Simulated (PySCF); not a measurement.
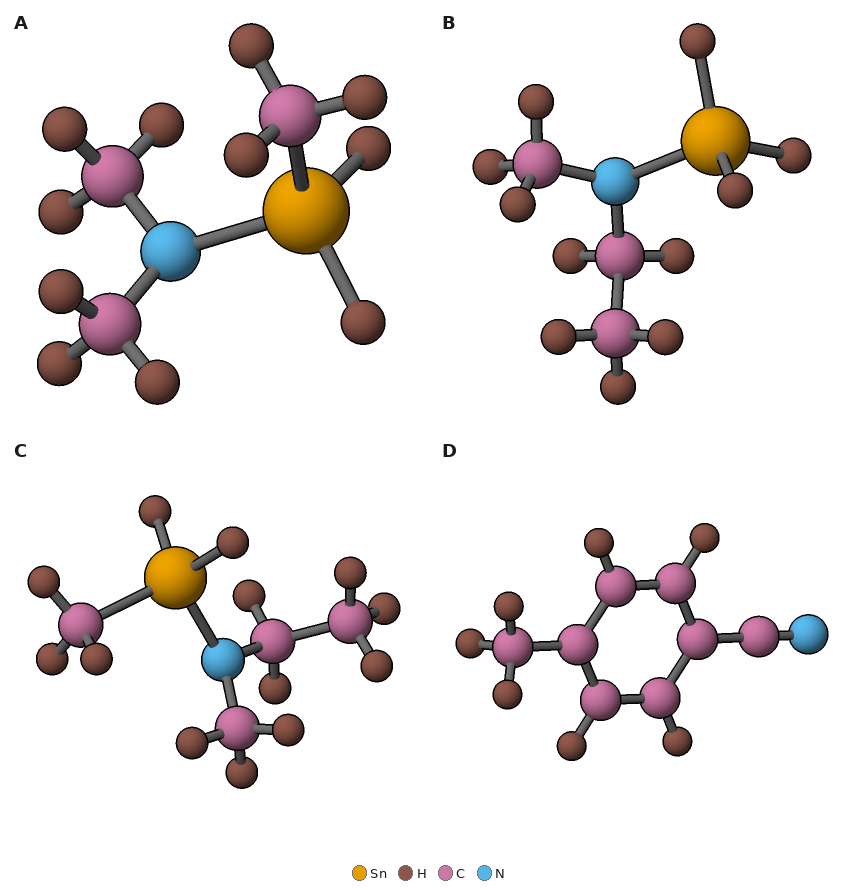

Source: calculation with PySCF.

### Match each picture to its SMILES.
(1) CC[N](C)[SnH3]
(2) Cc1ccc(C#N)cc1
(3) [CH3][SnH2][N](C)C
(4) CC[N](C)[SnH2][CH3]

A is (3), B is (1), C is (4), D is (2).
